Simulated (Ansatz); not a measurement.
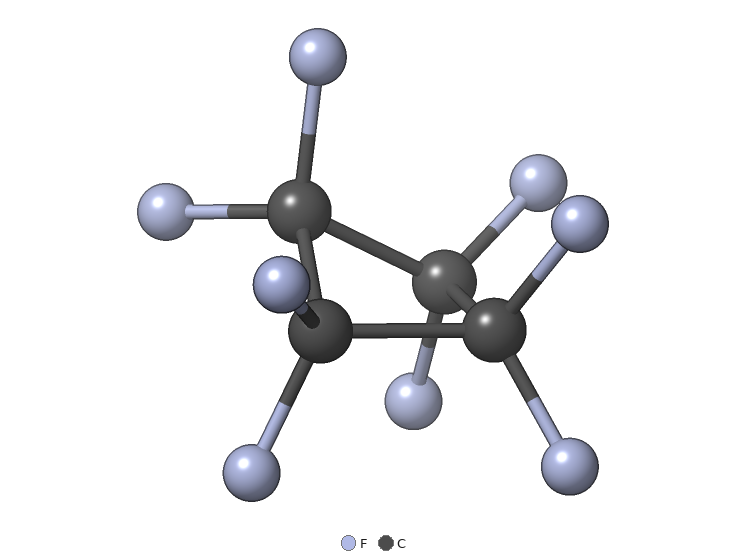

The picture shows the input geometry.

The calculation was set up as follows.

```yaml
crystal:
  periodic: [false, false, false]
  atoms:
    - {symbol: F, position_ang: [1.493900, 0.872300, 1.177500]}
    - {symbol: C, position_ang: [0.891800, 0.582900, -0.031400]}
    - {symbol: F, position_ang: [1.664200, 1.134700, -0.991300]}
    - {symbol: C, position_ang: [-0.551200, 0.874100, -0.177600]}
    - {symbol: F, position_ang: [-1.070800, 1.049500, -1.458800]}
    - {symbol: F, position_ang: [-1.119300, 1.906900, 0.558700]}
    - {symbol: C, position_ang: [-0.812200, -0.558100, 0.411100]}
    - {symbol: F, position_ang: [-1.868100, -1.230900, -0.074800]}
    - {symbol: F, position_ang: [-0.907700, -0.623300, 1.802700]}
    - {symbol: C, position_ang: [0.540500, -0.912300, -0.193000]}
    - {symbol: F, position_ang: [0.498400, -1.358000, -1.477800]}
    - {symbol: F, position_ang: [1.317500, -1.793000, 0.488600]}
basis:
  gaussian: {orbitals: def2-SVP}
hamiltonian: {xc: pbe, dispersion: d4}
relax: {f_tol: 0.03, max_steps: 200}
```

Command:

```sh
ansatz run in.yaml --threads 4 --pin off --events-out ev --progress --plain --max-ram 66560MiB --backend cpu
```

Output (its end):

```
mean field -25836.66156136 eV, -949.4797996619 hartree, gradient 6.6e-6 eV, S^2 0.000000; 1 other end points of the search recorded, 0 dependent functions left out
the calculation of the forces begins
reference -25836.66157616 eV, -949.4798002057 hartree; 48, 48 occupied and 120, 120 virtual orbitals, 1816 factors
Total energy: -25836.98656797 eV, -949.4917434345 hartree
Atom 0 at     1.587491     1.002446     0.957464 Å, force    -0.011256    -0.007435    -0.012947 eV/Å
Atom 1 at     0.927806     0.596942    -0.146155 Å, force     0.007529     0.006108     0.005628 eV/Å
Atom 2 at     1.550736     1.024646    -1.253950 Å, force    -0.005111    -0.003208     0.008247 eV/Å
Atom 3 at    -0.612817     0.914719    -0.063259 Å, force    -0.004799     0.005843    -0.006897 eV/Å
Atom 4 at    -1.130032     1.227578    -1.268313 Å, force     0.008818    -0.006972     0.014868 eV/Å
Atom 5 at    -0.970022     1.823592     0.855710 Å, force     0.002417    -0.005827    -0.006715 eV/Å
Atom 6 at    -0.882188    -0.588431     0.322768 Å, force    -0.005810    -0.005189     0.008506 eV/Å
Atom 7 at    -1.850142    -1.202592    -0.373011 Å, force     0.007422     0.004786     0.005287 eV/Å
Atom 8 at    -1.077274    -0.742930     1.647780 Å, force     0.005840     0.004381    -0.017651 eV/Å
Atom 9 at     0.592924    -0.941558    -0.102125 Å, force     0.002671    -0.008689    -0.007265 eV/Å
Atom 10 at     0.645257    -1.505437    -1.325607 Å, force    -0.002760     0.010479     0.015679 eV/Å
Atom 11 at     1.295260    -1.664175     0.782598 Å, force    -0.004959     0.005722    -0.006740 eV/Å
Dipole moment:     0.000037     0.000072    -0.000034 e Å
```
